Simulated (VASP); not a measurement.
Band structure of WSb (relaxed from the zinc blende structure, space group F-43m). Method: PBEsol GGA, VASP's PBE PAW potentials (set 64) (plane waves; VASP).

Unless said otherwise, spin-orbit coupling is left out, though it shifts the bands of the heavy elements here.

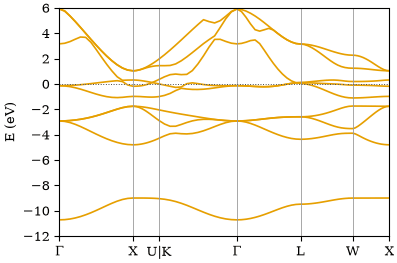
Figure. Bands along high-symmetry lines, zero at the valence-band maximum or, without a gap, the Fermi level

**Question.** Read the plot: is there a gap, and where are the band edges?

**Answer.** It has no gap at this level: it comes out as a metal or semimetal. (Edges off the drawn lines would not show.)

The structure was generated: WSb was put into the zinc blende type (F-43m), which need not be its known phase. It was relaxed first, which changed the volume by -33 %. The electron count is odd and the run is not spin-polarised, which forces a metal.
